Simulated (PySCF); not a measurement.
# Frequency calculation, with input and output: BHF₂

- system: BHF₂
- method: RKS PBE0-D4/def2-TZVP, density fitting (PySCF 2.14.0)

The geometry comes from this level: PBE0-D4/def2-TZVP.

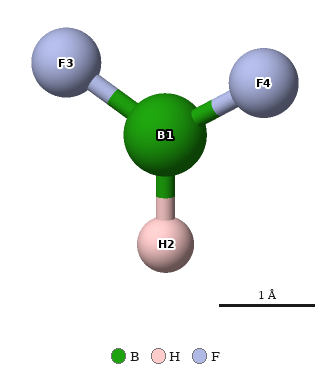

*The structure (ball-and-stick view, seen at a tilt; atoms are numbered from 1 in the order of the input).*

The input
```python
import json, numpy as np
from pyscf import gto, scf, dft, mp, cc
EV, BOHR = 27.211386245988, 0.529177210903
mol = gto.M(atom="""
B -0.775295 -0.356484 -1.350711
H -0.151519 -0.074902 -2.325331
F -1.697409 0.451804 -0.880813
F -0.560660 -1.484976 -0.714196
""", basis="def2-tzvp", charge=0, spin=0, max_memory=8670, verbose=0)
def mean_field(mol, dm=None):
    mf = dft.RKS(mol, xc="pbe0").density_fit()
    mf.conv_tol = 1e-9; mf.grids.level = 4
    mf.kernel(dm0=dm)
    if not mf.converged: mf = mf.newton().run(mf.mo_coeff, mf.mo_occ)
    assert mf.converged
    return mf
def d4(mol):
    from pyscf.dispersion.dftd4 import DFTD4Dispersion
    real = gto.M(atom=[(mol.atom_pure_symbol(i), mol.atom_coord(i)) for i in range(4)], unit='B', charge=mol.charge, spin=None, basis='def2-svp', verbose=0)
    r = DFTD4Dispersion(real, xc="pbe0", atm=True).get_dispersion(grad=True); return r["energy"], r["gradient"]
def energy_and_gradient(mol, dm=None):
    mf = mean_field(mol, dm); e, g = d4(mol)
    return mf, (mf.e_tot + e) * EV, (mf.nuc_grad_method().kernel()[:4] + g) * EV / BOHR
out = {}
from pyscf.hessian import thermo
mf = mean_field(mol); n = mol.natm; h = mf.Hessian().kernel(); x0 = mol.atom_coords()
for i in range(n):
    for a in range(3):
        g = []
        for s in (1, -1):
            x = x0.copy(); x[i, a] += s * 0.005; g.append(d4(mol.set_geom_(x, unit='B', inplace=False))[1])
        h[i, :, a, :] += (g[0] - g[1]) / 0.01
for i in range(n): h[i, i] -= h[i].sum(0)  # translational sum rule: the analytic Hessian lacks the grid's response
w = thermo.harmonic_analysis(mol, h, imaginary_freq=False)['freq_wavenumber']; r = w[w > 0] * 1.239842e-4; T = [298.15, 498.15, 698.15, 898.15]
print("Vibrations: " + " ".join(f"{a:.2f}" for a in w) + f" cm⁻¹, zero-point energy {r.sum() / 2:.6f} eV")
A = [r.sum() / 2 + 8.617333e-5 * t * np.log(1 - np.exp(-r / 8.617333e-5 / t)).sum() for t in T]
out.update(energy=(mf.e_tot + d4(mol)[0]) * EV, converged=True, hessian=(h.transpose(0, 2, 1, 3).reshape(3 * n, -1) * EV / BOHR**2).round(5).tolist(), temperatures=T, free_energy=A)
out['s2'] = mf.spin_square()[0]; out['nelec'] = mol.nelec
print(f"Total energy {out['energy']:.6f} eV, <S^2> {out['s2']:.4f}")
json.dump(out, open("out.json", "w"), default=float)
```

Run on 4 threads of AMD EPYC, 180 GiB of memory available, shared host.

Launch command:
```bash
OMP_NUM_THREADS=4 python run.py
```

Log
```
Vibrations: 539.36 924.74 1088.01 1187.35 1444.78 2692.54 cm⁻¹, zero-point energy 0.488298 eV
Total energy -6125.868469 eV, <S^2> 0.0000
```

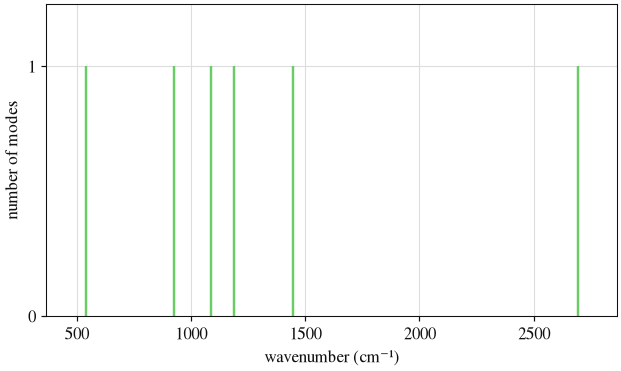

*Harmonic vibrational wavenumbers from the force constants; neighbouring modes closer than 10 cm⁻¹ are counted in one stick.*

6 modes from 539 to 2693 cm⁻¹, none imaginary.

Summary

```csv
quantity,value
outcome,converged
total energy,−6125.8685 eV
wall time,46 s (CPU time 2.7 min)
peak memory,1.3 GiB
```
